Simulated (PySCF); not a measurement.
## Run report: C2H9ClOSi3, NMR shielding calculation

System: C2H9ClOSi3.
Method: GIAO PBE0/pcSseg-1 NMR shielding, non-relativistic, IEF-PCM acetonitrile (PySCF 2.14.0).

The geometry comes from this level: GFN2-xTB. Figures and captions count atoms from 1; the log counts them from 0 in places.

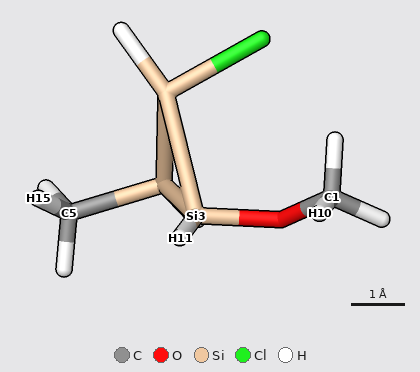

**Figure 1.** The structure (stick view, seen at a tilt; atoms are numbered from 1 in the order of the input). Bond lengths as drawn: Cl–Si 2.11 Å, C–H 1.08 to 1.09 Å, C–O 1.39 Å, C–Si 1.91 Å, H–Si 1.48 to 1.50 Å, O–Si 1.63 Å and Si–Si 2.36 to 2.50 Å.

Key numbers

```json
{"quantity": "outcome", "value": "converged"}
{"quantity": "total energy", "value": "−1484.787513 hartree"}
{"quantity": "HOMO", "value": "−6.43 eV"}
{"quantity": "LUMO", "value": "−1.76 eV"}
{"quantity": "dipole moment", "value": "3.52 D"}
{"quantity": "isotropic shielding, C", "value": "131.2 to 198.9 ppm"}
{"quantity": "isotropic shielding, O", "value": "298.6 ppm"}
{"quantity": "isotropic shielding, Si", "value": "357.9 to 422.2 ppm"}
{"quantity": "isotropic shielding, Cl", "value": "1065.5 ppm"}
{"quantity": "isotropic shielding, H", "value": "24.7 to 31.6 ppm"}
{"quantity": "hardware", "value": "1 CPU thread, shared host"}
{"quantity": "wall time", "value": "22 s"}
{"quantity": "peak memory", "value": "1.1 GiB"}
```

The input
```
{"job": {"xc": "PBE0", "basis": "pcSseg-1", "solvent": "acetonitrile", "kind": "nmr", "pop": false}, "charge": 0, "multiplicity": 1}
C      3.028284    -0.067185    -0.097278
O      1.775568    -0.671490    -0.021987
Si     0.493107    -0.307069     0.910595
Si    -1.321499    -0.565110    -0.577476
C     -2.863186    -0.852967     0.513980
Si    -0.577774     1.665308    -0.183962
Cl     0.781636     2.281487    -1.670383
H      3.692587    -0.721669    -0.662434
H      2.943615     0.891227    -0.613122
H      3.449917     0.104072     0.896164
H      1.067616    -0.068294     2.264398
H     -1.386059    -1.746975    -1.490869
H     -3.768943    -0.705810    -0.063876
H     -2.900142    -1.856309     0.923422
H     -2.890461    -0.155140     1.343850
H     -1.531864     2.784867    -0.368094
```

The first line tells a small driver script what to run in PySCF; the rest is the geometry in Å.

Launched with:
```bash
OMP_NUM_THREADS=1 python <driver script> task.json out
```

What the program printed
```
coarse grid: 15336 points
cycle   1  E = -1484.6340794768  dE =  5.584e-01  |g| = 7.200e-01  |ddm| = 3.902e+00
cycle   2  E = -1484.4475256270  dE =  1.866e-01  |g| = 1.201e+00  |ddm| = 1.840e+00
cycle   3  E = -1484.7359275359  dE = -2.884e-01  |g| = 1.371e-01  |ddm| = 1.334e+00
cycle   4  E = -1484.7393488510  dE = -3.421e-03  |g| = 4.789e-02  |ddm| = 1.667e-01
cycle   5  E = -1484.7398910089  dE = -5.422e-04  |g| = 9.023e-03  |ddm| = 5.175e-02
cycle   6  E = -1484.7399118250  dE = -2.082e-05  |g| = 2.846e-03  |ddm| = 1.586e-02
cycle   7  E = -1484.7399136773  dE = -1.852e-06  |g| = 3.074e-04  |ddm| = 4.107e-03
final grid: 129496 points
cycle   8  E = -1484.7874947627  dE = -2.583e-05  |g| = 1.003e-02  |ddm| = 2.426e-02
cycle   9  E = -1484.7874770372  dE =  1.773e-05  |g| = 1.393e-02  |ddm| = 1.691e-02
cycle  10  E = -1484.7875126442  dE = -3.561e-05  |g| = 1.638e-03  |ddm| = 1.131e-02
cycle  11  E = -1484.7875131430  dE = -4.988e-07  |g| = 2.957e-04  |ddm| = 1.751e-03
cycle  12  E = -1484.7875131623  dE = -1.937e-08  |g| = 6.233e-05  |ddm| = 3.128e-04
cycle  13  E = -1484.7875131633  dE = -9.450e-10  |g| = 1.910e-05  |ddm| = 1.046e-04
```

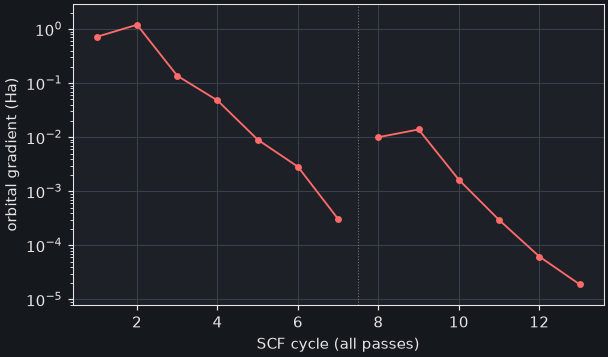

**Figure 2.** Convergence of the self-consistent field: orbital gradient against the SCF cycle. The dotted line marks the change from a coarse to the final integration grid. The first 7 cycles use a coarse grid, the final grid takes over at cycle 8, and the field converges after 13 cycles in all.

```
converged SCF energy = -1484.7875131633

GIAO shielding tensors (ppm)
atom      isotropic    diamagn.    paramagn.     s11        s22        s33       span
  0 C      131.157     241.928    -110.771    103.177    106.119    184.174     80.997
  1 O      298.588     400.171    -101.583    215.047    290.499    390.218    175.170
  2 Si     357.871     879.239    -521.368    238.529    337.319    497.765    259.236
  3 Si     422.226     880.654    -458.428    335.749    435.781    495.147    159.398
  4 C      198.940     252.053     -53.113    189.145    196.427    211.246     22.101
  5 Si     365.993     878.389    -512.396    227.833    366.295    503.851    276.018
  6 Cl    1065.546    1150.100     -84.555   1002.884   1054.807   1138.945    136.061
  7 H       27.792      27.164       0.627     23.635     25.167     34.573     10.938
  8 H       27.271      29.174      -1.903     20.278     29.647     31.887     11.610
  9 H       28.102      27.391       0.711     24.685     25.586     34.036      9.351
 10 H       24.977      28.991      -4.015     21.635     23.253     30.042      8.406
 11 H       26.228      30.327      -4.098     21.969     25.146     31.570      9.601
 12 H       31.483      28.587       2.895     26.355     28.329     39.765     13.410
 13 H       31.292      29.647       1.645     25.836     28.535     39.503     13.668
 14 H       31.631      31.159       0.472     26.549     30.205     38.138     11.589
 15 H       24.696      29.220      -4.523     19.533     24.352     30.204     10.670
```

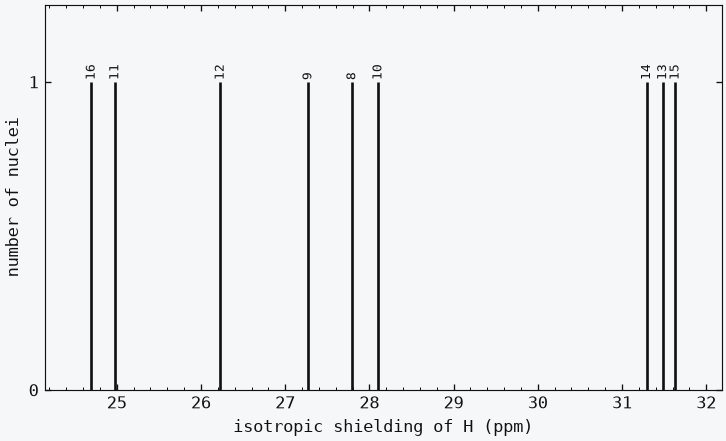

**Figure 3.** Isotropic shieldings of the hydrogen nuclei in this fixed geometry, labelled by atom number; shielding grows to the right, so chemical shift grows to the left. The least shielded is H16 (24.7 ppm), the most shielded H15 (31.6 ppm).
